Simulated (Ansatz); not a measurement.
```json
{"atom": "Si", "x (Å)": "0.2748", "y (Å)": "0.0000", "z (Å)": "-0.0468"}
{"atom": "Cl", "x (Å)": "0.2556", "y (Å)": "0.0000", "z (Å)": "2.0613"}
{"atom": "H", "x (Å)": "1.7048", "y (Å)": "0.0000", "z (Å)": "-0.4477"}
{"atom": "H", "x (Å)": "-0.3991", "y (Å)": "1.2316", "z (Å)": "-0.5198"}
{"atom": "H", "x (Å)": "-0.3991", "y (Å)": "-1.2316", "z (Å)": "-0.5198"}
{"atom": "F", "x (Å)": "-2.6043", "y (Å)": "0.0000", "z (Å)": "1.0520"}
{"atom": "H", "x (Å)": "-1.9776", "y (Å)": "0.0000", "z (Å)": "1.7436"}
```

Computed with RKS B3LYP-D4/def2-SVP (Ansatz 0.2.0).

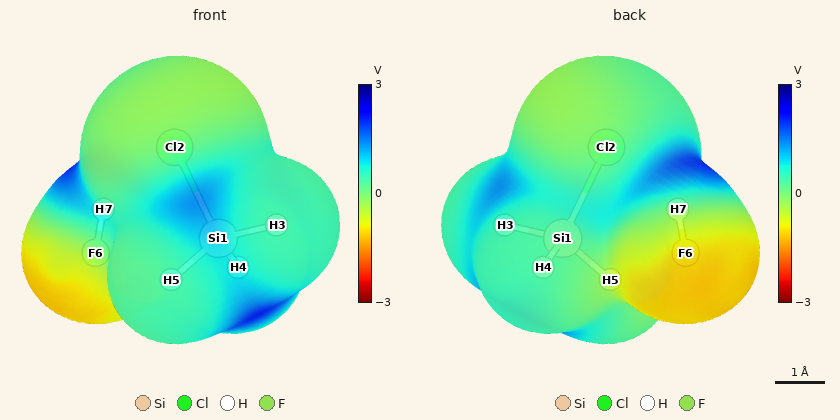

ClH₃Si···HF. The electrostatic potential painted on the density surface at 0.002 e/bohr³, seen from the front and from behind; red is negative and blue positive.

Question: Where is the surface potential most negative and most positive?

Answer: The most negative region (about −1.2 V, or −28 kcal/mol for a unit charge) lies over F6, the most positive (about +2.0 V, or +46 kcal/mol for a unit charge) over Si1 and H7.
